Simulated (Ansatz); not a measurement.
**BH2I (SMILES [H]B([H])I): methods side by side**

BH2I has 4 atoms, charge 0, and is taken as a singlet. As SMILES, `[H]B([H])I`. The coordinates come from a GFN2-xTB relaxation.

```xyz
4

B     0.1203    0.2004    0.0092
H     1.2856    0.1646    0.0405
H    -0.4568    1.2139    0.0077
I    -0.9490   -1.5789   -0.0574
```

Each level gives the energy change with the B1–H3 bond stretched from 1.166 to 1.749 Å (eV). The values are calculated.

```tsv
level	kind	program	value (eV)	less FCI/STO-3G	CPU time (all runs)
HF/STO-3G (restricted)	Hartree–Fock	Ansatz	3.12	+0.83	0.67 s
SVWN5/STO-3G (restricted)	LDA	Ansatz	2.42	+0.13	2.1 s
BLYP/STO-3G (restricted)	GGA	Ansatz	2.28	-0.01	3.2 s
PBE0/STO-3G (restricted)	global hybrid	Ansatz	2.58	+0.29	3.2 s
CAM-B3LYP/STO-3G (restricted)	range-separated hybrid	Ansatz	2.62	+0.33	3.7 s
HSE06/STO-3G (restricted)	range-separated hybrid	Ansatz	2.58	+0.29	3.8 s
B2PLYP/STO-3G (restricted)	double hybrid	Ansatz	2.58	+0.29	4.7 s
RPA@PBE/STO-3G (restricted)	RPA	Ansatz	2.25	-0.04	4.7 s
CCSDTQ/STO-3G (restricted)	coupled cluster or CI	Ansatz	2.29	0.00	28 s
FCI/STO-3G	exact in the basis	Ansatz	2.29	0.00	13 s
```

FCI/STO-3G is exact within its basis and frozen core, so for wave-function methods in that basis the difference is their error; functionals converge differently with the basis, so for them it is only a difference. Spin-restricted single references rise too steeply as a bond breaks, Hartree–Fock most of all. All-electron rows without a relativistic Hamiltonian named are non-relativistic. The first shape isn't each level's own minimum. The values span 2.25 to 3.12 eV. All rows use very small basis sets, so even the best lies far from the true value. In the correlated wave-function rows the outer d shell of I is correlated, in sets not made for it. Times are those of the runs behind each value, whatever else they computed, on shared processors of several kinds: orders of magnitude only.

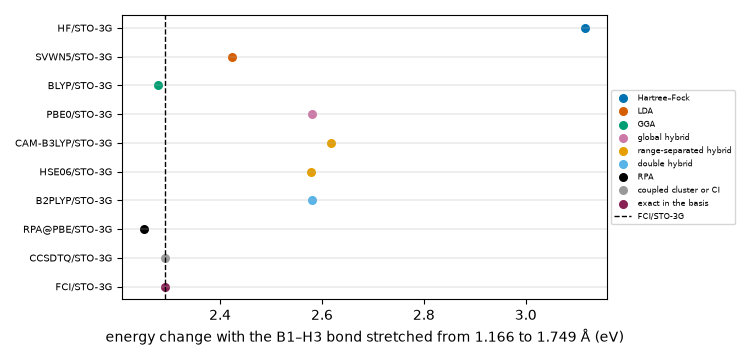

The values of the table, level by level.
